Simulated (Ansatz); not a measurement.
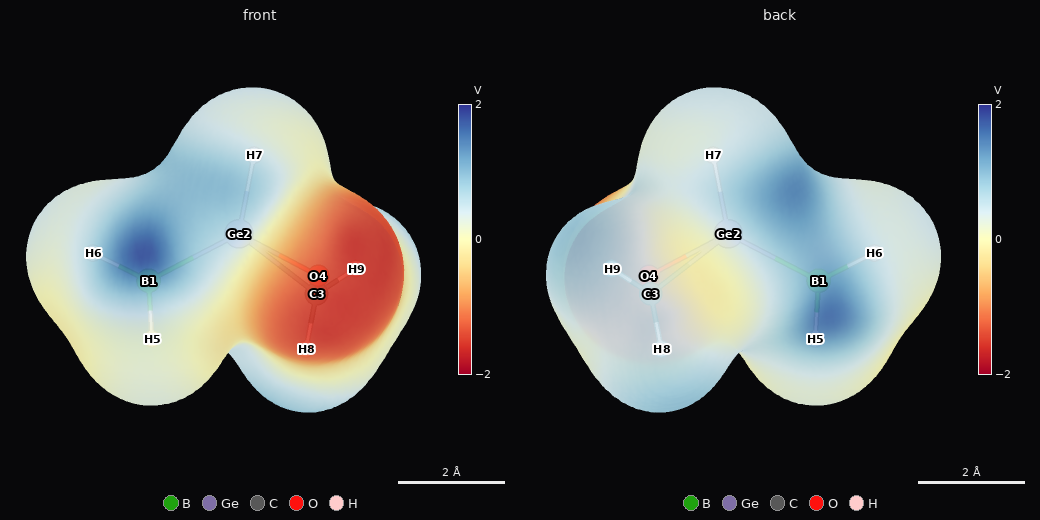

Figure. CH$_{5}$BGeO (SMILES [BH2][GeH]1[CH2][O]1). The molecular electrostatic potential painted on the density surface at 0.002 e/bohr³, seen from the front and from behind; red is negative and blue positive.

Geometry: PBE0-D4/def2-TZVP.

Level of theory: Ansatz 0.2.0, RKS PBE0-D4/def2-TZVPP.

```xyz
9

B    -0.6344    1.7500   -0.0856
Ge    0.6382    0.2469    0.2678
C     0.0904   -1.5483   -0.2521
O    -0.1727   -1.2260    1.0680
H    -1.7993    1.4990   -0.0892
H    -0.2429    2.8433   -0.3551
H     2.0841    0.3161    0.7598
H    -0.7752   -1.6677   -0.9045
H     0.9003   -2.2594   -0.4263
```

> Which sites attract a positive test charge, and which a negative one?

A positive charge is drawn to the negative regions and a negative charge to the positive ones. The most negative region (about −1.6 V) lies over O4, the most positive (about +1.7 V) over B1. O4 is the likeliest acceptor of a hydrogen bond.
